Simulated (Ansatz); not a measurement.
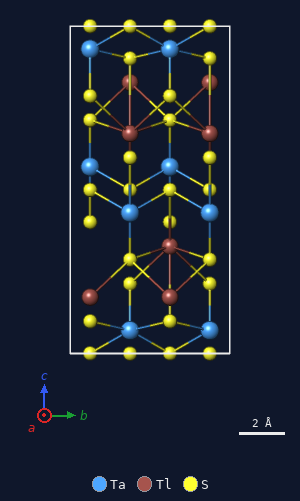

Starting frame of a dynamics run of TaTlS$_{3}$ with a Tl vacancy (39 atoms in the cell, charge -1). Style: ball-and-stick. Shown: the simulation cell, along the a axis. Bonds to atoms that aren't drawn are left out.

These are results of Ansatz 0.2.0, DFT PBEsol, scalar-relativistic, plane waves, PAW, not measurements.

Input
```yaml
crystal:
  lattice:
    - [9.550819, 0.0, 0.0]
    - [0.0, 7.181878, 0.0]
    - [0.0, 0.0, 14.7307]
  atoms:
    - { symbol: Ta, position: [0.659986, 0.125, 0.9299025] }
    - { symbol: Ta, position: [0.340014, 0.375, 0.0700975] }
    - { symbol: Ta, position: [0.159986, 0.125, 0.5700975] }
    - { symbol: Ta, position: [0.840014, 0.375, 0.4299025] }
    - { symbol: Tl, position: [0.5217692, 0.375, 0.672238] }
    - { symbol: Tl, position: [0.0217692, 0.375, 0.827762] }
    - { symbol: Tl, position: [0.9782308, 0.125, 0.172238] }
    - { symbol: S, position: [0.5216549, 0.125, 0.0983825] }
    - { symbol: S, position: [0.4783451, 0.375, 0.9016175] }
    - { symbol: S, position: [0.0216549, 0.125, 0.4016175] }
    - { symbol: S, position: [0.9783451, 0.375, 0.5983825] }
    - { symbol: S, position: [0.7525152, 0.125, 0.7867628] }
    - { symbol: S, position: [0.2474848, 0.375, 0.2132372] }
    - { symbol: S, position: [0.2525152, 0.125, 0.7132372] }
    - { symbol: S, position: [0.7474848, 0.375, 0.2867628] }
    - { symbol: S, position: [0.6933203, 0.125, 0.4996856] }
    - { symbol: S, position: [0.3066797, 0.375, 0.5003144] }
    - { symbol: S, position: [0.1933203, 0.125, 0.0003144] }
    - { symbol: S, position: [0.8066797, 0.375, 0.9996856] }
    - { symbol: Ta, position: [0.659986, 0.625, 0.9299025] }
    - { symbol: Ta, position: [0.340014, 0.875, 0.0700975] }
    - { symbol: Ta, position: [0.159986, 0.625, 0.5700975] }
    - { symbol: Ta, position: [0.840014, 0.875, 0.4299025] }
    - { symbol: Tl, position: [0.5217692, 0.875, 0.672238] }
    - { symbol: Tl, position: [0.4782308, 0.625, 0.327762] }
    - { symbol: Tl, position: [0.0217692, 0.875, 0.827762] }
    - { symbol: Tl, position: [0.9782308, 0.625, 0.172238] }
    - { symbol: S, position: [0.5216549, 0.625, 0.0983825] }
    - { symbol: S, position: [0.4783451, 0.875, 0.9016175] }
    - { symbol: S, position: [0.0216549, 0.625, 0.4016175] }
    - { symbol: S, position: [0.9783451, 0.875, 0.5983825] }
    - { symbol: S, position: [0.7525152, 0.625, 0.7867628] }
    - { symbol: S, position: [0.2474848, 0.875, 0.2132372] }
    - { symbol: S, position: [0.2525152, 0.625, 0.7132372] }
    - { symbol: S, position: [0.7474848, 0.875, 0.2867628] }
    - { symbol: S, position: [0.6933203, 0.625, 0.4996856] }
    - { symbol: S, position: [0.3066797, 0.875, 0.5003144] }
    - { symbol: S, position: [0.1933203, 0.625, 0.0003144] }
    - { symbol: S, position: [0.8066797, 0.875, 0.9996856] }
total_charge: -1
basis:
  ecutwfc: 420.0
kpoints:
  mp_grid: { grid: [1, 2, 1] }
hamiltonian:
  xc: pbesol
scf:
  occupations: { method: fermi_dirac, width: 0.05 }
  lower_state_search: "off"
md:
  timestep: 3.0
  n_steps: 230
  ensemble: nvt_langevin
  temperature: 900.0
  initial_velocities: maxwell_boltzmann
  seed: 134056
  friction: 0.005
```

Run as
```bash
ansatz run input.yaml --threads 4 --pin off --max-ram 10240MiB --backend cpu --events-out ev --progress --plain --runs-dir out
```

Question: What does the trajectory do?

Answer: The mean temperature in the second half is 845 K (standard deviation 123 K). The potential energy in the second half lies on average 66.0 meV per atom above the first frame. Root-mean-square distances from the starting positions over the second half, with the common drift of all atoms taken out: Tl 0.59 Å, Ta 0.45 Å, S 0.40 Å. Against the typical shortest distance between atoms in the first frame, about 2.5 Å these are wide excursions, but the first-neighbour bonds of the start all hold: the network flexes, or its layers or units shift against each other, without breaking.

Along the run (each row but the first and the last is the mean over the interval that it begins):

```tsv
time (fs)	potential energy (meV/atom)	T (K)
0.0	0.0	877
69.0	39.3	573
138.0	43.7	679
207.0	51.4	713
276.0	59.8	719
345.0	63.7	765
414.0	65.0	780
483.0	64.6	796
552.0	65.3	834
621.0	70.5	1044
690.0	82.9	997
```

The paths of the atoms:

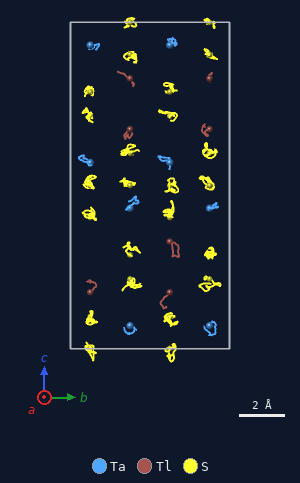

Limits of the set-up: the periodic images lie only 7.2 Å apart, so the values are limited by the cell's size; the cell is charged, on a uniform background, and energies carry no finite-size correction.

The run took 23 min on 4 threads of AMD EPYC 7B13 (Zen 3), on a shared host, peak memory 2.5 GiB.
